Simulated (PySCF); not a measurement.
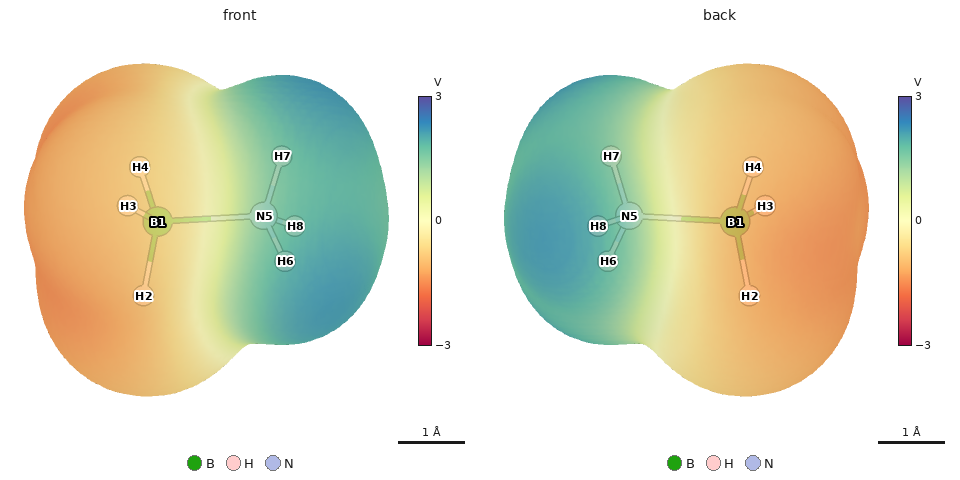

Figure 1: BH6N. The molecular electrostatic potential painted on the density surface at 0.001 e/bohr³, seen from the front and from behind; the colour scale runs from red (negative) to blue (positive).

Geometry: PBE0-D3(BJ)/def2-TZVPD.

Method: wB97M-D3(BJ)/def2-TZVPD, SCF density, gas phase in PySCF 2.14.0.

Input file:

```
{"job": {"kind": "inter", "xc": "wB97M-D3(BJ)", "basis": "def2-TZVPD", "pairs": false}, "charge": 0, "multiplicity": 1, "parts": [{"atoms": "0-3", "charge": 0, "multiplicity": 1}, {"atoms": "4-7", "charge": 0, "multiplicity": 1}]}
B      0.259723    -0.253621     0.874780
H     -0.824393    -0.540549     0.413222
H      0.330861     0.897036     1.251314
H      1.186422    -0.585048     0.167303
N      0.403929    -1.159856     2.231105
H     -0.357820    -0.971411     2.874762
H      1.275307    -0.958775     2.711381
H      0.389709    -2.150247     2.010403
```

Launched as:

```sh
OMP_NUM_THREADS=1 python cluster_run.py task.json out
```

Question: Where is the surface potential most negative and most positive?

Answer: The most negative region (about −1.5 V, or −35 kcal/mol for a unit charge) lies over H2, the most positive (about +2.2 V, or +51 kcal/mol for a unit charge) over H6, H7 and H8.

Question: How polar is the molecule by this calculation?

Answer: Its dipole moment is 5.36 D.
